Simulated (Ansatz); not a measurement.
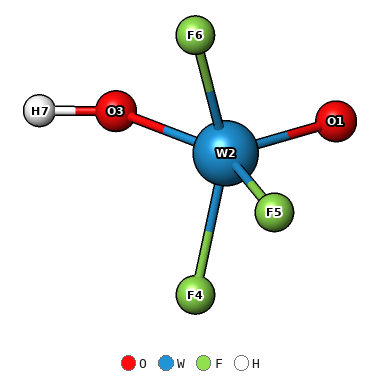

The system is F₃HO₂W, SMILES [O]=[W]([OH])([F])([F])[F]; the picture shows the reference structure. First axis: bond length W2–O3. Second axis: dihedral O1–W2–O3–H7. Nothing is relaxed (all other coordinates rigid). Grid: 9 × 9 points; 45 points were computed and 36 follow by symmetry. Points are written as (first, second). Energies: eV, counted from the relaxed molecule at the same level. Computed with RKS B3LYP-D4/def2-SVP in Ansatz.

Its coordinates:

```yaml
atoms:
  - { symbol: O, position_ang: [-1.6557, -0.5811, 0.7717] }
  - { symbol: W, position_ang: [-0.3512, 0.1212, -0.0346] }
  - { symbol: O, position_ang: [1.0964, -0.9396, 0.4908] }
  - { symbol: F, position_ang: [-0.2852, -0.7036, -1.7188] }
  - { symbol: F, position_ang: [-1.0776, 1.5552, -0.9941] }
  - { symbol: F, position_ang: [0.2860, 1.4726, 1.1009] }
  - { symbol: H, position_ang: [2.0484, -0.9927, 0.3384] }
```

Range: bond length W2–O3 from 1.646 to 2.338 Å; dihedral O1–W2–O3–H7 from −180 to 140°.

**What will the energy surface look like?**

The lowest grid point is at (1.905 Å, −180°), 0.019 eV from the relaxed molecule at the same level. The highest grid point, (2.338 Å, −60°), lies 1.82 eV above the lowest. On the interpolated surface the easiest way out of the lowest well to its copy in the next cell or period passes a barrier of about 0.064 eV, counted from the interpolated bottom of the well. Round the minimum the two coordinates are nearly uncoupled.

| dihedral O1–W2–O3–H7 ↓, bond length W2–O3 → | 1.646 | 1.732 | 1.819 | 1.905 | 1.992 | 2.078 | 2.165 | 2.251 | 2.338 |
| --- | --- | --- | --- | --- | --- | --- | --- | --- | --- |
| 140 | 1.24 | 0.42 | 0.07 | 0.04 | 0.22 | 0.52 | 0.91 | 1.34 | 1.79 |
| 100 | 1.28 | 0.46 | 0.11 | 0.07 | 0.25 | 0.56 | 0.95 | 1.37 | 1.82 |
| 60 | 1.28 | 0.46 | 0.11 | 0.08 | 0.26 | 0.57 | 0.96 | 1.39 | 1.84 |
| 20 | 1.27 | 0.45 | 0.11 | 0.08 | 0.26 | 0.57 | 0.96 | 1.39 | 1.84 |
| −20 | 1.27 | 0.45 | 0.11 | 0.08 | 0.26 | 0.57 | 0.96 | 1.39 | 1.84 |
| −60 | 1.28 | 0.46 | 0.11 | 0.08 | 0.26 | 0.57 | 0.96 | 1.39 | 1.84 |
| −100 | 1.28 | 0.46 | 0.11 | 0.07 | 0.25 | 0.56 | 0.95 | 1.37 | 1.82 |
| −140 | 1.24 | 0.42 | 0.07 | 0.04 | 0.22 | 0.52 | 0.91 | 1.34 | 1.79 |
| −180 | 1.20 | 0.39 | 0.05 | 0.02 | 0.20 | 0.51 | 0.90 | 1.32 | 1.77 |

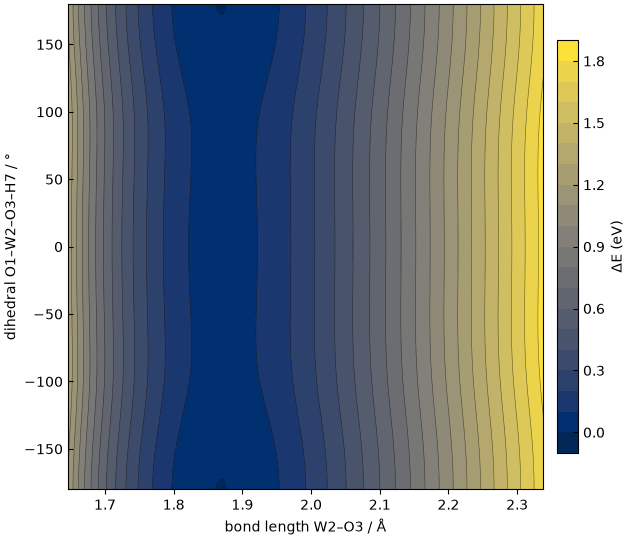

Drawn: filled contours. Between grid points the surface is interpolated.

Each point was launched as `ansatz run input.yaml --threads 1 --pin off --max-ram 2560MiB --backend cpu --events-out ev --progress --plain --runs-dir out`. The whole map (45 points run) took 6.4 min on 1 thread of Arm Neoverse V2 (shared host).
